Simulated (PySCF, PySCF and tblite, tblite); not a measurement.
# C₃H₉FO₂Si₂: a path driven as rotation about a bond, and NMR exchange, part 1 of 2

Aim: the barrier and rate of rotation about a bond in C₃H₉FO₂Si₂ (`C=C(OCF)[SiH2]O[SiH3]`), and what it does to NMR lines.

Programs: PySCF 2.14.0 with density-fitted response routines of our own, and tblite 0.8.0. All values are computed, except where a source is named. Atoms count from 0 throughout.

## (1) The molecule as given

17 atoms, charge 0, multiplicity 1; geometry from: force field or distance geometry start.

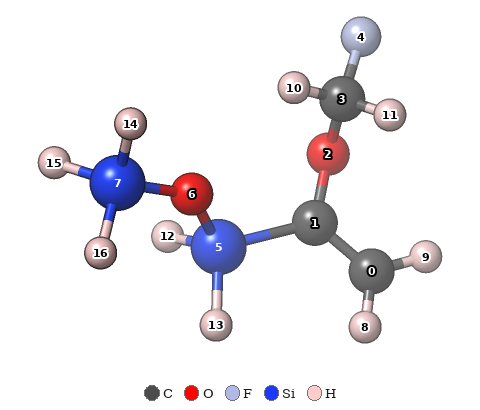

The starting geometry (carbon dark grey, oxygen red, fluorine light blue, silicon blue, hydrogen pink), atoms numbered.

## (2) GFN2-xTB relaxation, start minimum

What the job is given:

```
{"job": {"xc": "GFN2-xTB", "basis": "xTB", "kind": "relax"}, "charge": 0, "multiplicity": 1}
C      1.005400    -2.385400     0.561900
C      0.829800    -1.239600    -0.139500
O      1.970600    -0.543300    -0.536900
C      2.272000     0.534800     0.347100
F      3.450800     1.057400    -0.058200
Si    -0.848800    -0.636800    -0.710100
O     -1.202300     0.837500    -0.035500
Si    -2.425800     1.944000    -0.081900
H      0.167300    -3.008400     0.873600
H      1.987600    -2.730400     0.832700
H      1.516100     1.316700     0.317700
H      2.410300     0.162100     1.380900
H     -0.861100    -0.506000    -2.174100
H     -1.882600    -1.613800    -0.308800
H     -2.097400     3.093400     0.794200
H     -2.613800     2.418800    -1.465300
H     -3.685200     1.311000     0.392300
```

Started as:

```sh
> OMP_NUM_THREADS=1 python ens_run.py task.json out
```

This one command runs the whole study; its stages follow in the order run.

The program printed:

```text
step      E/eV     max force
  0    -745.51441    1.914
  1    -745.57783    1.313
  2    -745.60212    0.392
  3    -745.61455    0.336
  4    -745.63081    0.322
  5    -745.63681    0.288
  6    -745.64573    0.239
  7    -745.65226    0.275
  8    -745.65739    0.180
  9    -745.66025    0.138
 10    -745.66265    0.130
 11    -745.66525    0.192
 12    -745.66790    0.165
 13    -745.66964    0.088
 14    -745.67066    0.077
 15    -745.67160    0.107
 16    -745.67277    0.134
 17    -745.67402    0.118
 18    -745.67519    0.088
 19    -745.67629    0.091
 20    -745.67751    0.104
 21    -745.67889    0.113
 22    -745.68034    0.116
 23    -745.68189    0.093
 24    -745.68372    0.147
 25    -745.68601    0.169
 26    -745.68867    0.148
 27    -745.69138    0.149
 28    -745.69400    0.140
 29    -745.69669    0.162
 30    -745.69954    0.154
 31    -745.70213    0.148
 32    -745.70430    0.123
 33    -745.70635    0.112
 34    -745.70846    0.127
 35    -745.71048    0.127
 36    -745.71218    0.099
 37    -745.71357    0.102
 38    -745.71504    0.114
 39    -745.71698    0.124
 40    -745.71925    0.148
 41    -745.72054    0.216
 42    -745.72258    0.127
 43    -745.72382    0.108
 44    -745.72584    0.078
 45    -745.72655    0.071
 46    -745.72745    0.064
 47    -745.72791    0.053
 48    -745.72845    0.063
 49    -745.72892    0.064
 50    -745.72925    0.047
 51    -745.72944    0.029
 52    -745.72956    0.030
 53    -745.72967    0.029
 54    -745.72977    0.026
 55    -745.72986    0.026
 56    -745.72994    0.018
 57    -745.73001    0.020
 58    -745.73007    0.019
 59    -745.73012    0.016
 60    -745.73016    0.014
 61    -745.73019    0.012
 62    -745.73021    0.014
 63    -745.73024    0.014
 64    -745.73028    0.015
 65    -745.73032    0.014
 66    -745.73035    0.011
 67    -745.73037    0.011
 68    -745.73039    0.014
 69    -745.73043    0.021
 70    -745.73047    0.021
 71    -745.73052    0.019
 72    -745.73055    0.012
 73    -745.73058    0.012
 74    -745.73060    0.010
 75    -745.73062    0.012
 76    -745.73064    0.013
 77    -745.73067    0.015
 78    -745.73072    0.017
 79    -745.73076    0.015
 80    -745.73080    0.011
 81    -745.73083    0.012
 82    -745.73086    0.016
 83    -745.73090    0.016
 84    -745.73093    0.015
 85    -745.73096    0.015
 86    -745.73101    0.016
 87    -745.73109    0.027
 88    -745.73119    0.028
 89    -745.73128    0.020
 90    -745.73135    0.021
 91    -745.73144    0.021
 92    -745.73156    0.034
 93    -745.73174    0.041
 94    -745.73192    0.038
 95    -745.73208    0.033
 96    -745.73221    0.037
 97    -745.73241    0.041
 98    -745.73262    0.044
 99    -745.73291    0.033
100    -745.73307    0.052
101    -745.73319    0.047
102    -745.73340    0.036
103    -745.73378    0.058
104    -745.73424    0.053
105    -745.73479    0.085
106    -745.73529    0.060
107    -745.73584    0.092
108    -745.73634    0.068
109    -745.73712    0.078
110    -745.73839    0.070
111    -745.73913    0.291
112    -745.74172    0.172
113    -745.74415    0.188
114    -745.74765    0.428
115    -745.74989    0.297
116    -745.75763    0.168
117    -745.76055    0.786
118    -745.77302    0.232
119    -745.78299    0.223
120    -745.80035    0.678
121    -745.81728    0.260
122    -745.83622    0.295
123    -745.85353    0.450
124    -745.86934    0.329
125    -745.88152    0.259
126    -745.89380    0.288
127    -745.90284    0.299
128    -745.91104    0.242
129    -745.91897    0.198
130    -745.92390    0.306
131    -745.92967    0.192
132    -745.93417    0.173
133    -745.94186    0.209
134    -745.94612    0.193
135    -745.95360    0.176
136    -745.95915    0.144
137    -745.96378    0.146
138    -745.96863    0.145
139    -745.97374    0.190
140    -745.97846    0.258
141    -745.98356    0.138
142    -745.98836    0.123
143    -745.99069    0.110
144    -745.99214    0.093
145    -745.99370    0.093
146    -745.99524    0.087
147    -745.99698    0.113
148    -745.99874    0.115
149    -746.00029    0.087
150    -746.00198    0.102
151    -746.00427    0.149
152    -746.00727    0.168
153    -746.01018    0.122
154    -746.01263    0.142
155    -746.01462    0.132
156    -746.01691    0.147
157    -746.01954    0.142
158    -746.02176    0.074
159    -746.02243    0.060
160    -746.02303    0.063
161    -746.02367    0.073
162    -746.02449    0.060
163    -746.02488    0.044
164    -746.02517    0.040
165    -746.02541    0.033
166    -746.02573    0.048
167    -746.02611    0.054
168    -746.02652    0.043
169    -746.02687    0.045
170    -746.02716    0.040
171    -746.02743    0.041
172    -746.02772    0.041
173    -746.02807    0.042
174    -746.02851    0.055
175    -746.02897    0.053
176    -746.02928    0.034
177    -746.02943    0.019
178    -746.02950    0.017
179    -746.02957    0.020
180    -746.02968    0.027
181    -746.02980    0.029
182    -746.02989    0.023
183    -746.02997    0.023
184    -746.03007    0.033
185    -746.03022    0.037
186    -746.03043    0.038
187    -746.03068    0.038
188    -746.03098    0.043
189    -746.03135    0.054
190    -746.03183    0.057
191    -746.03238    0.056
192    -746.03291    0.054
193    -746.03341    0.052
194    -746.03397    0.063
195    -746.03477    0.065
196    -746.03579    0.077
197    -746.03672    0.074
198    -746.03734    0.069
199    -746.03771    0.057
200    -746.03800    0.042
201    -746.03829    0.039
202    -746.03847    0.058
203    -746.03860    0.040
204    -746.03876    0.037
205    -746.03893    0.031
206    -746.03911    0.032
207    -746.03928    0.035
208    -746.03942    0.034
209    -746.03958    0.042
210    -746.03973    0.043
211    -746.03986    0.028
212    -746.03994    0.019
213    -746.04000    0.017
214    -746.04004    0.020
215    -746.04009    0.015
216    -746.04012    0.016
217    -746.04016    0.019
218    -746.04021    0.027
219    -746.04026    0.029
220    -746.04031    0.022
221    -746.04036    0.019
222    -746.04041    0.023
223    -746.04047    0.026
224    -746.04054    0.029
225    -746.04060    0.024
226    -746.04067    0.023
227    -746.04072    0.027
228    -746.04078    0.023
229    -746.04085    0.023
230    -746.04093    0.020
231    -746.04100    0.024
232    -746.04106    0.024
233    -746.04113    0.026
234    -746.04122    0.034
235    -746.04134    0.028
236    -746.04147    0.034
237    -746.04158    0.025
238    -746.04168    0.022
239    -746.04179    0.023
240    -746.04188    0.032
241    -746.04195    0.022
242    -746.04198    0.023
243    -746.04201    0.016
244    -746.04205    0.014
245    -746.04209    0.015
246    -746.04210    0.013
247    -746.04213    0.011
248    -746.04215    0.013
249    -746.04217    0.012
250    -746.04219    0.012
251    -746.04220    0.017
252    -746.04222    0.010
253    -746.04226    0.011
254    -746.04230    0.013
255    -746.04233    0.015
256    -746.04236    0.021
257    -746.04239    0.016
258    -746.04242    0.028
259    -746.04246    0.021
260    -746.04252    0.020
261    -746.04257    0.020
262    -746.04265    0.021
263    -746.04268    0.018
264    -746.04263    0.062
265    -746.04274    0.016
266    -746.04277    0.011
267    -746.04283    0.025
268    -746.04287    0.027
269    -746.04292    0.016
270    -746.04295    0.019
271    -746.04299    0.018
272    -746.04303    0.020
273    -746.04304    0.032
274    -746.04308    0.014
275    -746.04310    0.008
276    -746.04312    0.010
277    -746.04314    0.011
278    -746.04318    0.020
279    -746.04322    0.022
280    -746.04326    0.015
281    -746.04328    0.010
282    -746.04329    0.011
283    -746.04331    0.010
284    -746.04333    0.009
285    -746.04334    0.008
286    -746.04335    0.007
287    -746.04336    0.006
288    -746.04336    0.005
289    -746.04336    0.006
290    -746.04337    0.005
291    -746.04337    0.004
292    -746.04338    0.004
293    -746.04338    0.004
294    -746.04338    0.004
295    -746.04338    0.004
296    -746.04338    0.002
297    -746.00864    0.849
298    -746.03027    0.556
299    -746.03905    0.207
300    -746.04237    0.110
301    -746.04350    0.078
302    -746.04381    0.047
303    -746.04398    0.034
304    -746.04410    0.043
305    -746.04419    0.031
306    -746.04423    0.017
307    -746.04425    0.010
308    -746.04426    0.012
309    -746.04427    0.009
310    -746.04427    0.006
311    -746.04428    0.005
312    -746.04428    0.006
313    -746.04429    0.007
314    -746.04429    0.004
315    -746.04429    0.004
316    -746.04429    0.005
317    -746.04430    0.005
318    -746.04430    0.005
319    -746.04430    0.003
```

Wall time 0.25 s (1 thread of Arm Neoverse N1, shared host).

Relaxing gained 0.530 eV and moved the atoms by 0.77 Å on average (rms).

## (3) Relaxed scan, rotation

What the job is given:

```
{"job": {"xc": "GFN2-xTB", "basis": "xTB", "coordinate": [["t", [0, 1, 2, 3], 0.5], ["t", [5, 1, 2, 3], 0.5]], "kind": "drive"}, "charge": 0, "multiplicity": 1}
C      0.708174    -2.533109     0.747560
C      0.756844    -1.295883     0.263621
O      1.844865    -0.529535     0.663592
C      2.021656     0.701150     0.110835
F      2.434532     0.606919    -1.204266
Si    -0.576136    -0.631338    -0.916052
O     -1.223530     0.685951    -0.224223
Si    -2.236227     1.884041     0.196034
H     -0.101647    -3.189611     0.494315
H      1.473466    -2.911704     1.403850
H      1.116572     1.323369     0.096712
H      2.836883     1.191331     0.656381
H     -0.035812    -0.209289    -2.204670
H     -1.614747    -1.649684    -1.026778
H     -1.487418     2.655910     1.187270
H     -2.517330     2.655911    -1.012244
H     -3.437668     1.268363     0.751479
```

The program printed:

```text
point  coordinate     E/eV
  0     99.300     -746.03848
  1    114.200     -746.02327
  2    129.100     -745.99713
  3    144.000     -745.95970
  4    159.100     -745.92581
  5    174.400     -745.91247
  6    189.400     -745.91584
  7    204.600     -745.93573
  8    219.600     -745.96980
  9    234.800     -746.00951
 10    249.700     -746.05299
 11    264.500     -746.07878
```

Wall time 6.8 s (1 thread of Arm Neoverse N1, shared host).

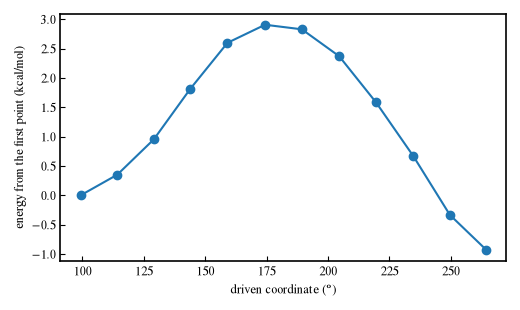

Energy along the scan.

## (4) Nudged elastic band, leg 1

Changed since step 3:

```diff
@@ -1,2 +1,2 @@
-{"job": {"xc": "GFN2-xTB", "basis": "xTB", "coordinate": [["t", [0, 1, 2, 3], 0.5], ["t", [5, 1, 2, 3], 0.5]], "kind": "drive"}, "charge": 0, "multiplicity": 1}
+{"job": {"xc": "GFN2-xTB", "basis": "xTB", "kind": "neb"}, "charge": 0, "multiplicity": 1}
 C      0.708174    -2.533109     0.747560
```

The program printed:

```text
image   E - E0 / eV
  0       0.0000
  1       0.0768
  2       0.1343
  3       0.0615
  4      -0.0382
  5      -0.0540
  6      -0.0662
```

Wall time 2.3 s (1 thread of Arm Neoverse N1, shared host); peak memory 0.2 GiB.

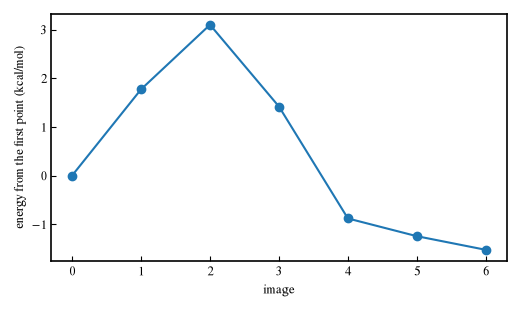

Energy along the band.

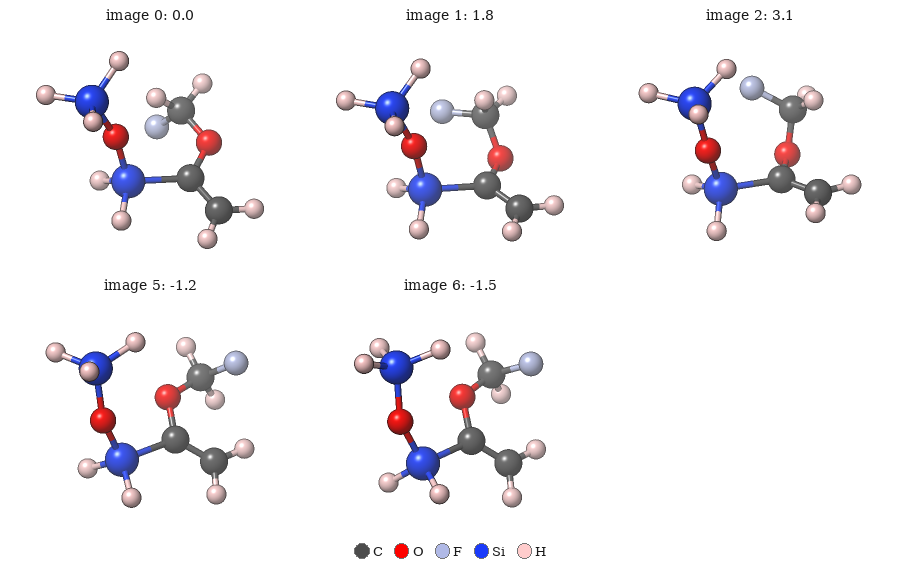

Images along the band, with energies in kcal/mol.

## (5) Saddle search, leg 1

What the job is given:

```
{"job": {"xc": "GFN2-xTB", "basis": "xTB", "kind": "saddle"}, "charge": 0, "multiplicity": 1}
C      0.656255    -2.093499     0.934415
C      0.703922    -1.255947    -0.088470
O      1.932129    -0.602518    -0.343608
C      2.140915     0.544611     0.349413
F      1.483471     1.612539    -0.237118
Si    -0.718822    -0.801874    -1.266666
O     -1.597640     0.351490    -0.552988
Si    -2.146643     1.756618     0.052899
H     -0.238982    -2.646285     1.151123
H      1.508060    -2.256249     1.578137
H      1.777918     0.507976     1.390239
H      3.210152     0.786115     0.305543
H     -0.155422    -0.289674    -2.509978
H     -1.644593    -1.924343    -1.404205
H     -1.123316     2.329970     0.922614
H     -2.450049     2.616520    -1.087690
H     -3.337355     1.364549     0.806340
```

The program printed:

```text
step      E/eV     max force
  0    -745.90996   0.0430
  1    -745.91323   0.0781
  2    -745.91321   0.1883
  3    -745.91402   0.0349
  4    -745.91442   0.0318
  5    -745.91473   0.0407
  6    -745.91509   0.0340
  7    -745.91490   0.0972
  8    -745.91532   0.0148
  9    -745.91549   0.0347
 10    -745.91543   0.0024
lowest wavenumbers (cm-1): -45.0 0.6 24.5 42.4 80.6 91.6
```

Wall time 11 s (1 thread of Arm Neoverse N1, shared host); peak memory 0.2 GiB.

Point group C1; 1 imaginary mode, 45i cm⁻¹, carried by F4, C0, O2, C3. It was not shown to link both ends.

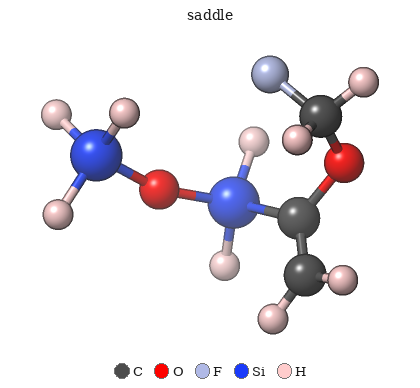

The saddle point.

## (6) Saddle search, leg 1

What the job is given:

```
{"job": {"xc": "GFN2-xTB", "basis": "xTB", "kind": "saddle"}, "charge": 0, "multiplicity": 1}
C      0.640424    -2.155654     0.937389
C      0.725377    -1.265441    -0.037884
O      1.972841    -0.637947    -0.254372
C      2.120825     0.577600     0.330307
F      1.446901     1.568986    -0.359675
Si    -0.676753    -0.783493    -1.228267
O     -1.576697     0.367964    -0.539574
Si    -2.148159     1.771509     0.045669
H     -0.277393    -2.689623     1.101943
H      1.473285    -2.391283     1.582270
H      1.732333     0.619556     1.360923
H      3.183248     0.845727     0.290160
H     -0.103894    -0.272611    -2.467117
H     -1.582962    -1.921067    -1.367227
H     -1.135936     2.359593     0.918626
H     -2.446678     2.626125    -1.099826
H     -3.346763     1.380059     0.786655
```

The program printed:

```text
step      E/eV     max force
  0    -745.91247   0.0233
  1    -745.91351   0.0652
  2    -745.91301   0.0154
  3    -745.91353   0.0298
  4    -745.91397   0.0337
  5    -745.91406   0.0577
  6    -745.91462   0.0171
  7    -745.91474   0.0400
  8    -745.91473   0.0071
  9    -745.91486   0.0198
 10    -745.91500   0.0262
 11    -745.91519   0.0220
 12    -745.91535   0.0425
 13    -745.91561   0.0247
 14    -745.91577   0.0507
 15    -745.91578   0.0046
 16    -745.91598   0.0149
 17    -745.91612   0.0320
 18    -745.91630   0.0349
 19    -745.91649   0.0189
 20    -745.91662   0.0423
 21    -745.91660   0.0107
 22    -745.91672   0.0160
 23    -745.91682   0.0212
 24    -745.91692   0.0232
 25    -745.91703   0.0172
 26    -745.91716   0.0214
 27    -745.91724   0.0167
 28    -745.91731   0.0217
 29    -745.91738   0.0140
 30    -745.91662   0.1227
 31    -745.91746   0.0107
 32    -745.91748   0.0293
 33    -745.91750   0.0051
 34    -745.91754   0.0103
 35    -745.91758   0.0115
 36    -745.91762   0.0073
 37    -745.91766   0.0179
 38    -745.91771   0.0142
 39    -745.91774   0.0191
 40    -745.91777   0.0230
 41    -745.91787   0.0156
 42    -745.91791   0.0110
 43    -745.91795   0.0234
 44    -745.91801   0.0042
lowest wavenumbers (cm-1): -48.5 11.7 26.2 57.3 86.6 93.6
```

Wall time 19 s (1 thread of Arm Neoverse N1, shared host); peak memory 0.2 GiB.

Point group C1; 1 imaginary mode, 48i cm⁻¹, carried by F4, O2, C0. It was not shown to link both ends.

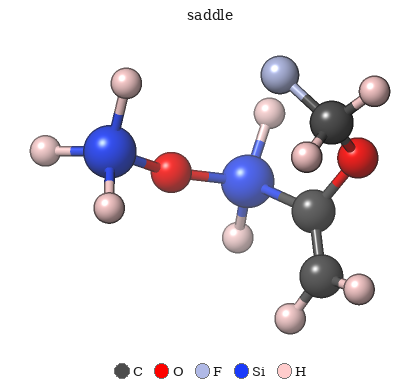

The saddle point.

## (7) Shieldings, start: B3LYP/pcSseg-1

What the job is given:

```
{"job": {"kind": "nmr", "xc": "B3LYP", "basis": "pcSseg-1", "pop": false}, "charge": 0, "multiplicity": 1}
C      0.708174    -2.533109     0.747560
C      0.756844    -1.295883     0.263621
O      1.844865    -0.529535     0.663592
C      2.021656     0.701150     0.110835
F      2.434532     0.606919    -1.204266
Si    -0.576136    -0.631338    -0.916052
O     -1.223530     0.685951    -0.224223
Si    -2.236227     1.884041     0.196034
H     -0.101647    -3.189611     0.494315
H      1.473466    -2.911704     1.403850
H      1.116572     1.323369     0.096712
H      2.836883     1.191331     0.656381
H     -0.035812    -0.209289    -2.204670
H     -1.614747    -1.649684    -1.026778
H     -1.487418     2.655910     1.187270
H     -2.517330     2.655911    -1.012244
H     -3.437668     1.268363     0.751479
```

The program printed:

```text
coarse grid: 15344 points
cycle   1  E = -948.7613518262  dE =  9.724e-01  |g| = 1.093e+00  |ddm| = 3.723e+00
cycle   2  E = -948.3693846425  dE =  3.920e-01  |g| = 1.820e+00  |ddm| = 2.118e+00
cycle   3  E = -948.9565196053  dE = -5.871e-01  |g| = 1.731e-01  |ddm| = 1.586e+00
cycle   4  E = -948.9612042791  dE = -4.685e-03  |g| = 8.738e-02  |ddm| = 1.994e-01
cycle   5  E = -948.9625214969  dE = -1.317e-03  |g| = 1.780e-02  |ddm| = 6.273e-02
cycle   6  E = -948.9625753370  dE = -5.384e-05  |g| = 7.659e-03  |ddm| = 1.763e-02
cycle   7  E = -948.9625889842  dE = -1.365e-05  |g| = 2.148e-03  |ddm| = 7.537e-03
cycle   8  E = -948.9625899254  dE = -9.412e-07  |g| = 6.130e-04  |ddm| = 1.849e-03
final grid: 139848 points
cycle   9  E = -949.0411516930  dE = -2.956e-05  |g| = 7.555e-03  |ddm| = 2.051e-02
cycle  10  E = -949.0411400128  dE =  1.168e-05  |g| = 1.116e-02  |ddm| = 1.069e-02
cycle  11  E = -949.0411620006  dE = -2.199e-05  |g| = 1.194e-03  |ddm| = 6.714e-03
cycle  12  E = -949.0411622976  dE = -2.970e-07  |g| = 3.652e-04  |ddm| = 1.302e-03
cycle  13  E = -949.0411623214  dE = -2.378e-08  |g| = 1.191e-04  |ddm| = 3.134e-04
cycle  14  E = -949.0411623241  dE = -2.764e-09  |g| = 3.081e-05  |ddm| = 9.654e-05
cycle  15  E = -949.0411623243  dE = -2.005e-10  |g| = 1.086e-05  |ddm| = 2.940e-05
converged SCF energy = -949.0411623243

GIAO shielding tensors (ppm)
atom      isotropic    diamagn.    paramagn.     s11        s22        s33       span
  0 C       66.241     253.926    -187.685    -45.354     91.594    152.484    197.838
  1 C        8.306     261.335    -253.029    -99.695     28.215     96.399    196.094
  2 O      150.419     396.047    -245.628     63.164    130.019    258.075    194.911
  3 C       76.318     244.661    -168.344     52.248     74.419    102.287     50.038
  4 F      331.783     475.875    -144.092    218.268    344.554    432.527    214.259
  5 Si     373.190     881.388    -508.197    350.213    360.307    409.051     58.838
  6 O      313.090     400.247     -87.158    231.587    343.423    364.258    132.671
  7 Si     385.614     879.937    -494.323    351.885    353.675    451.281     99.396
  8 H       26.942      31.534      -4.592     24.099     25.821     30.907      6.808
  9 H       26.270      30.014      -3.744     23.067     25.253     30.491      7.424
 10 H       25.487      32.901      -7.413     22.674     24.816     28.973      6.299
 11 H       25.870      28.289      -2.418     21.776     25.725     30.110      8.333
 12 H       26.437      30.513      -4.076     24.010     24.957     30.343      6.332
 13 H       26.941      30.969      -4.027     23.395     25.947     31.481      8.086
 14 H       26.757      30.204      -3.447     23.024     25.724     31.523      8.499
 15 H       26.735      28.943      -2.208     23.294     25.123     31.789      8.494
 16 H       26.708      29.176      -2.468     23.240     25.104     31.782      8.542
```

Wall time 45 s (1 thread of Arm Neoverse N1, shared host); peak memory 0.87 GiB.

Key values: HOMO -6.96 eV, LUMO -0.68 eV; dipole 1.91 D.

(Continued in part 2 of 2.)
